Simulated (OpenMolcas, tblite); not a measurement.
# C2H4Cl2 (1,1-dichloroethane): the dipole moment, rung by rung

The species is C2H4Cl2 (8 atoms), meant as a singlet with charge 0. SMILES: `CC(Cl)Cl`. The coordinates come from a PBE0-D4/def2-TZVP relaxation.

```xyz
8

C     0.2130    0.7981   -0.0021
C    -0.1859   -0.6454    0.1318
Cl    1.1078   -1.7157   -0.4510
Cl   -1.6975   -0.9677   -0.7457
H     0.3896    1.0478   -1.0485
H    -0.5831    1.4358    0.3860
H     1.1271    0.9799    0.5657
H    -0.3710   -0.9328    1.1638
```

Quantity: the dipole moment, in D. The values are calculated.

**The experiment to reproduce.** NIST CCCBDB gives the dipole moment of the gas as 2.06 D.

| level | kind | program | value (D) | computed − measured | CPU time |
| --- | --- | --- | --- | --- | --- |
| GFN1-xTB | semi-empirical | tblite | 2.23 | +0.17 | under 2 s |
| IPEA1-xTB | semi-empirical | tblite | 3.29 | +1.23 | under 2 s |
| HF/cc-pVDZ | Hartree–Fock | OpenMolcas | 2.32 | +0.26 | 7.3 s |
| SVWN5/cc-pVDZ | LDA | OpenMolcas | 2.00 | -0.06 | 25 s |
| BLYP/cc-pVDZ | GGA | OpenMolcas | 1.92 | -0.14 | 43 s |
| M06-L/cc-pVDZ | meta-GGA | OpenMolcas | 2.20 | +0.14 | 53 s |
| M06-2X/cc-pVDZ | hybrid meta-GGA | OpenMolcas | 2.11 | +0.05 | 53 s |

Nearest: M06-2X/cc-pVDZ (+0.05 D); farthest: IPEA1-xTB (+1.23 D). The measured dipole is a vibrational average, so differences of a few hundredths of a debye mean little. Computed less measured by kind, in D (of the ab initio rows, those in cc-pVDZ): semi-empirical +0.17 to +1.23; Hartree–Fock +0.26; LDA -0.06; GGA -0.14; meta-GGA +0.14; global hybrid +0.05. Magnitudes only. Times are those of the runs behind each value, whatever else they computed, on shared processors of several kinds: orders of magnitude only.

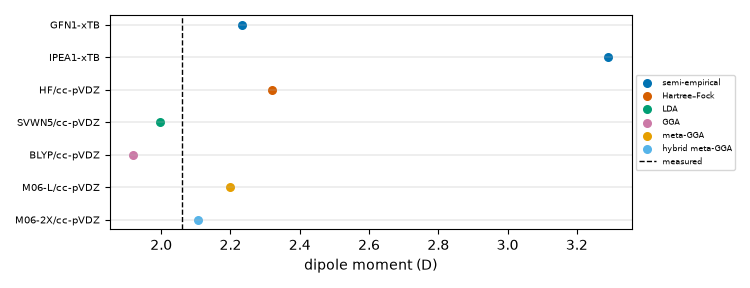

The values of the table, level by level.
